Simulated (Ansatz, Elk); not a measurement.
**KLiBrF: X-ray structure factors from the self-consistent density**

The structure of KLiBrF used here is made up (a known structure type with other elements) and was relaxed beforehand with PBE. The aim is the Fourier transform of its all-electron density, F(hkl), set beside the sum over free spherical atoms that refinements use.

Calculated with Elk 11.2.3 (patched build); DFT, PBE, all-electron APW+lo, Dirac cores, scalar-relativistic bands, static density, no spin.

The structure was built from a prototype and need not be the compound's stable phase.

## (1) Starting point

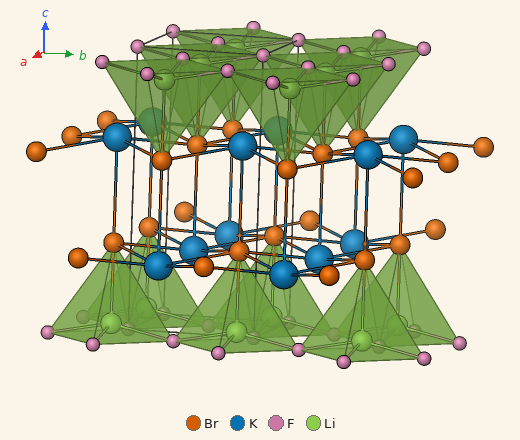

The starting structure, seen slightly off an axis (bromine orange, potassium blue, fluorine pink, lithium green). 2×2×1 cells are drawn. Some periodic images of atoms are drawn too.

Structure file:

```cif
data_structure
_symmetry_space_group_name_H-M 'P 1'
_symmetry_Int_Tables_number 1
_cell_length_a 4.3046
_cell_length_b 4.3046
_cell_length_c 9.4098
_cell_angle_alpha 90.000
_cell_angle_beta 90.000
_cell_angle_gamma 90.000
_cell_volume 174.36
loop_
_atom_site_label
_atom_site_type_symbol
_atom_site_fract_x
_atom_site_fract_y
_atom_site_fract_z
_atom_site_occupancy
Br1 Br 0.50000 0.00000 0.33304 1
Br2 Br 0.00000 0.50000 0.66696 1
K3 K 0.50000 0.00000 0.70624 1
K4 K 0.00000 0.50000 0.29376 1
F5 F 0.50000 0.50000 0.00000 1
F6 F 0.00000 0.00000 0.00000 1
Li7 Li 0.00000 0.50000 0.95221 1
Li8 Li 0.50000 0.00000 0.04779 1
```

## (2) Ground state and structure factors

An all-electron density is needed, since X-rays see the cores too. Task 0 finds the density and task 195 Fourier-transforms it; tshift is off so that phases refer to the origin typed.

The input, elk.in:

```
tasks
  0
  195

xctype
  20

spinpol
  .false.

rgkmax
  7.0

gmaxvr
  14.0

lmaxo
  7

lmaxapw
  8

swidth
  0.002

tshift
  .false.

ramdisk
  .false.

hmaxvr
  5.5

maxscl
  120

epspot
  1e-06

sppath
  './'

avec
  8.13444653290 0.00000000000 0.00000000000
  -0.00000000000 8.13444653290 0.00000000000
  0.00000000000 0.00000000000 17.78188722554

atoms
  4
  'Br.in'
  2
  0.5000000000 -0.0000000000 0.3330406580   0.000000 0.000000 0.000000
  -0.0000000000 0.5000000000 0.6669593420   0.000000 0.000000 0.000000
  'K.in'
  2
  0.5000000000 0.0000000000 0.7062411183   0.000000 0.000000 0.000000
  -0.0000000000 0.5000000000 0.2937588817   0.000000 0.000000 0.000000
  'F.in'
  2
  0.5000000000 0.5000000000 -0.0000000000   0.000000 0.000000 0.000000
  0.0000000000 0.0000000000 -0.0000000000   0.000000 0.000000 0.000000
  'Li.in'
  2
  0.0000000000 0.5000000000 0.9522122793   0.000000 0.000000 0.000000
  0.5000000000 0.0000000000 0.0477877207   0.000000 0.000000 0.000000

ngridk
  5 5 3
```

Started as:

```bash
$ OMP_NUM_THREADS=4 elk
```

Numbers of over 12 decimals in the logs are rounded to 6 here.

Log:

```text
┌─────────────────────────┐
│ Elk code version 11.2.3 │
└─────────────────────────┘

All units are atomic (Hartree, Bohr, etc.)

┌─────────────────────────────────────────────────┐
│ Ground-state run starting from atomic densities │
└─────────────────────────────────────────────────┘

Lattice vectors :
   8.134446533       0.000000000       0.000000000
  -0.000000000       8.134446533       0.000000000
   0.000000000       0.000000000       17.78188723

Reciprocal lattice vectors :
  0.7724170639       0.000000000      -0.000000000
   0.000000000      0.7724170639       0.000000000
   0.000000000      -0.000000000      0.3533474950

Unit cell volume      :    1176.613615
Brillouin zone volume :   0.2108170518

Muffin-tin inner radius fraction :   0.1000000000E-01

Nuclei treated as point charges

Species : 1 (Br)
 parameters loaded from : Br.in
 name : bromine
 nuclear charge    :   -35.00000000
 electronic charge :    35.00000000
 atomic mass :    145656.0816
 muffin-tin radius :    2.400000000
 number of radial points in muffin-tin :    993
 inner part over the whole radius :   0.9934012010E-02
 number on inner part of muffin-tin    :    703
 approximate nuclear radius :   0.7858070945E-04
 number of mesh points to nuclear radius :    344
 atomic positions (lattice), magnetic fields (Cartesian) :
  1 :   0.50000000  0.00000000  0.33304066    0.00000000  0.00000000  0.00000000
  2 :   0.00000000  0.50000000 -0.33304066    0.00000000  0.00000000  0.00000000

Species : 2 (K)
 parameters loaded from : K.in
 name : potassium
 nuclear charge    :   -19.00000000
 electronic charge :    19.00000000
 atomic mass :    71271.84090
 muffin-tin radius :    2.400000000
 number of radial points in muffin-tin :    993
 inner part over the whole radius :   0.9891652203E-02
 number on inner part of muffin-tin    :    697
 approximate nuclear radius :   0.6514746337E-04
 number of mesh points to nuclear radius :    319
 atomic positions (lattice), magnetic fields (Cartesian) :
  1 :   0.50000000  0.00000000 -0.29375888    0.00000000  0.00000000  0.00000000
  2 :   0.00000000  0.50000000  0.29375888    0.00000000  0.00000000  0.00000000

Species : 3 (F)
 parameters loaded from : F.in
 name : fluorine
 nuclear charge    :   -9.000000000
 electronic charge :    9.000000000
 atomic mass :    34631.97045
 muffin-tin radius :    2.000000000
 number of radial points in muffin-tin :    593
 inner part over the whole radius :   0.9949055222E-02
 number on inner part of muffin-tin    :    410
 approximate nuclear radius :   0.5278478738E-04
 number of mesh points to nuclear radius :    175
 atomic positions (lattice), magnetic fields (Cartesian) :
  1 :   0.50000000  0.50000000  0.00000000    0.00000000  0.00000000  0.00000000
  2 :   0.00000000  0.00000000  0.00000000    0.00000000  0.00000000  0.00000000

Species : 4 (Li)
 parameters loaded from : Li.in
 name : lithium
 nuclear charge    :   -3.000000000
 electronic charge :    3.000000000
 atomic mass :    12652.66898
 muffin-tin radius :    1.800000000
 number of radial points in muffin-tin :    593
 inner part over the whole radius :   0.9806707936E-02
 number on inner part of muffin-tin    :    401
 approximate nuclear radius :   0.4000070961E-04
 number of mesh points to nuclear radius :    148
 atomic positions (lattice), magnetic fields (Cartesian) :
  1 :   0.00000000  0.50000000 -0.04778772    0.00000000  0.00000000  0.00000000
  2 :   0.50000000  0.00000000  0.04778772    0.00000000  0.00000000  0.00000000

Total number of atoms per unit cell :    8
Total muffin-tin volume :    347.5020354
 ratio of muffin-tin to unit cell volume :   0.2953408247

Spin treatment :
 spin-unpolarised

Number of Bravais lattice symmetries :   16
Number of crystal symmetries         :   16
Crystal has no inversion symmetry
Complex Hermitian eigensolver will be used

k-point grid :      5     5     3
k-point offset :    0.000000000       0.000000000       0.000000000
[...]
at k-point 1

Charges :
 core                        :    60.00000000
 valence                     :    72.00000000
 interstitial                :    7.123085375
 muffin-tins (core leakage)
  species : 1 (Br)
[...]
species : 2 (K)
[...]
species : 3 (F)
[...]
species : 4 (Li)
   atom 1                    :    2.070924920     (   0.000000000    )
   atom 2                    :    2.070924920     (   0.000000000    )
 total in muffin-tins        :    124.8769146
 total calculated charge     :    131.9998921
 total charge                :    132.0000000
 error                       :   0.1079487023E-03

RMS change in Kohn-Sham potential (target) :    7.106825811     (  0.1000000000E-05)
Absolute change in total energy (target)   :    5.557911861     (  0.1000000000E-03)

[... loops 3 to 14 left out ...]

┌──────────────────┐
│ Loop number : 15 │
└──────────────────┘

Energies :
 Fermi                       :     0.30879140470592E-01
 sum of occupied eigenvalues :     -3835.0669547478
 electron kinetic            :      6772.6418032771
 core electron kinetic       :      6163.1511871658
 Coulomb                     :     -13129.243692527
 Coulomb potential           :     -10249.036364624
 nuclear-nuclear             :     -739.47859227307
 electron-nuclear            :     -14543.370278400
 Hartree                     :      2153.6051781464
 Madelung                    :     -8004.7255102151
 xc potential                :     -358.67239340092
 exchange                    :     -270.52497983863
 correlation                 :     -5.713953
 electron entropic           :    -0.46308821513259E-11
 total energy                :     -6632.8408224482

Density of states at Fermi energy :   0.5007875107E-07
 (states/Hartree/unit cell)

Estimated indirect band gap :   0.1732397665
 from k-point 7 to k-point 1
Estimated direct band gap   :   0.1734563841
 at k-point 1

Charges :
 core                        :    60.00000000
 valence                     :    72.00000000
 interstitial                :    7.458730219
 muffin-tins (core leakage)
  species : 1 (Br)
[...]
species : 2 (K)
[...]
species : 3 (F)
[...]
species : 4 (Li)
   atom 1                    :    2.089575338     (   0.000000000    )
   atom 2                    :    2.089575338     (   0.000000000    )
 total in muffin-tins        :    124.5412698
 total calculated charge     :    131.9999002
 total charge                :    132.0000000
 error                       :   0.9978425655E-04

RMS change in Kohn-Sham potential (target) :   0.4602118108E-06 (  0.1000000000E-05)
Absolute change in total energy (target)   :   0.2607756960E-04 (  0.1000000000E-03)

Convergence targets achieved

┌──────────────────┐
│ Loop number : 16 │
└──────────────────┘

Energies :
 Fermi                       :     0.30879153743389E-01
 sum of occupied eigenvalues :     -3835.0669537681
 electron kinetic            :      6772.6418072386
 core electron kinetic       :      6163.1511878620
 Coulomb                     :     -13129.243695754
 Coulomb potential           :     -10249.036366914
 nuclear-nuclear             :     -739.47859227307
 electron-nuclear            :     -14543.370282421
 Hartree                     :      2153.6051789404
 Madelung                    :     -8004.7255122971
 xc potential                :     -358.67239409298
 exchange                    :     -270.52498004621
 correlation                 :     -5.713953
 electron entropic           :    -0.46308821513259E-11
 total energy                :     -6632.8408219284

Density of states at Fermi energy :   0.5007875162E-07
 (states/Hartree/unit cell)

Estimated indirect band gap :   0.1732397159
 from k-point 7 to k-point 1
Estimated direct band gap   :   0.1734563337
 at k-point 1

Charges :
 core                        :    60.00000000
 valence                     :    72.00000000
 interstitial                :    7.458730242
 muffin-tins (core leakage)
  species : 1 (Br)
[...]
species : 2 (K)
[...]
atom 2                    :    17.62436114     ( -0.1014317252E-06)
  species : 3 (F)
   atom 1                    :    8.980046997     ( -0.2954231006E-06)
   atom 2                    :    8.980046997     ( -0.2954231006E-06)
  species : 4 (Li)
   atom 1                    :    2.089575331     (   0.000000000    )
   atom 2                    :    2.089575331     (   0.000000000    )
 total in muffin-tins        :    124.5412698
 total calculated charge     :    131.9999002
 total charge                :    132.0000000
 error                       :   0.9978424660E-04

┌──────────────────────────────┐
│ Self-consistent loop stopped │
└──────────────────────────────┘

Wrote STATE.OUT
```

It took 51 s on 4 threads of AMD EPYC 7B13 (Zen 3), shared host; peak memory 0.3 GiB.

SFACRHO.OUT:

```text

h k l indices transformed by vhmat matrix:
   1.000000000       0.000000000       0.000000000    
   0.000000000       1.000000000       0.000000000    
   0.000000000       0.000000000       1.000000000    

      h      k      l  multipl.   |H|            Re(F)            Im(F)           |F|

      0      0      0      1   0.0000000       132.00000      0.17820735E-15   132.00000    
      0      0      1      2  0.35334749      -21.093026     -0.42097672E-14   21.093026    
      0      0      2      2  0.70669499      -40.344503     -0.29978645E-13   40.344503    
      1      0      0      4  0.77241706     -0.43373359E-14  0.66935215E-14  0.79759459E-14
      1      0     -1      4  0.84940130     -0.21431542E-13   24.995516       24.995516    
      1      0      1      4  0.84940130     -0.28575390E-13  -24.995516       24.995516    
      0     -1     -2      4   1.0469221     -0.24238054E-13   33.722497       33.722497    
      0     -1      2      4   1.0469221     -0.16073657E-13  -33.722497       33.722497    
      0      0     -3      2   1.0600425       99.397544      0.20155855E-13   99.397544    
      1     -1      0      4   1.0923627      -77.276682     -0.70635004E-15   77.276682    
      1      1     -1      8   1.1480900       48.287087      0.27427271E-14   48.287087    
     -1     -1     -2      8   1.3010281       62.954196     -0.88022406E-14   62.954196    
      0      1      3      4   1.3116090     -0.35464100E-13   21.245536       21.245536    
      0     -1     -3      4   1.3116090     -0.35591668E-13  -21.245536       21.245536    
      0      0      4      2   1.4133900     -0.63449857E-01  0.33167863E-13  0.63449857E-01
     -1      1      3      8   1.5221519      -61.315144     -0.96952215E-14   61.315144    
      2      0      0      4   1.5448341       94.091851     -0.11574662E-13   94.091851    
      0      2      1      4   1.5847293      -17.379253     -0.13394714E-14   17.379253
```

Elk indexes on the primitive cell of elk.in and gives |H| = 4π sin θ/λ in inverse bohr. Below, one row stands for each form hkl of the conventional cell (m members, Friedel mates merged), F is for one primitive cell and the density is static (no thermal factor). Free-atom factors are Waasmaier and Kirfel's, and R is Σm||F|−|F'||/Σm|F|.

```
hkl   m  sin θ/λ (Å⁻¹)  abs F, DFT  neutral atoms   diff.  abs of complex diff.    ions   diff.
001   2          0.053      21.093         21.238  -0.145                 0.145  21.273  -0.180
002   2          0.106      40.344         40.583  -0.238                 0.238  39.999  +0.345
100   4          0.116       0.000          0.000  +0.000                 0.000   0.000  +0.000
101   8          0.128      24.995         24.614  +0.381                 0.381  24.796  +0.199
102   8          0.157      33.722         33.574  +0.148                 0.148  33.627  +0.096
003   2          0.159      99.397         98.376  +1.022                 1.022  99.240  +0.158
110   4          0.164      77.277         77.482  -0.206                 0.206  76.910  +0.366
111   8          0.173      48.287         47.703  +0.584                 0.584  48.357  -0.070
112   8          0.196      62.954         62.421  +0.533                 0.533  62.873  +0.082
103   8          0.197      21.245         21.179  +0.067                 0.067  21.258  -0.012
004   2          0.212       0.063          0.510  -0.446                 0.446   0.068  -0.005
113   8          0.229      61.315         61.564  -0.249                 0.249  61.250  +0.065
200   4          0.232      94.092         93.892  +0.200                 0.200  94.119  -0.028
201   8          0.238      17.379         17.623  -0.244                 0.244  17.310  +0.070
104   8          0.242      25.898         25.972  -0.074                 0.074  25.905  -0.006
202   8          0.256      31.954         32.091  -0.137                 0.137  31.862  +0.092
210   8          0.260       0.000          0.000  +0.000                 0.000   0.000  +0.000
211  16          0.265      21.459         21.619  -0.160                 0.160  21.541  -0.082
```

The ions are K+, Li+, Br− and F−, by formal charge.

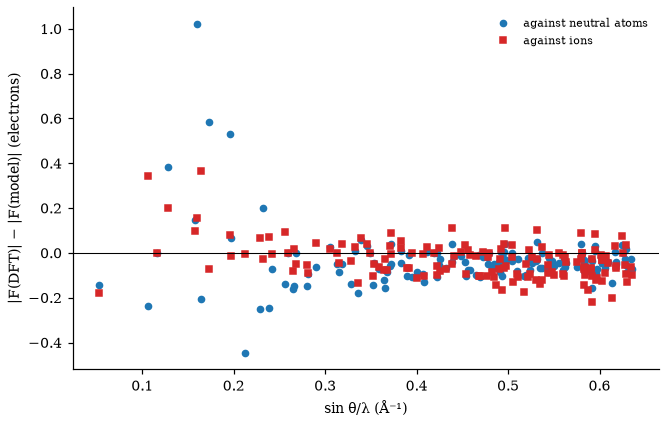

Difference between the calculated structure factors and the independent-atom ones.

(Continued in part 2 of 2.)

[Logs are printed without paths, hosts, clocks, repeated set-up lines and the standing remarks that a program may print on its own settings, such as how far it seeks lower states.]

[Hosts, paths, dates, database ids (printed as entryN), source tags and the programs' standing remarks are cut or masked in the printed files.]
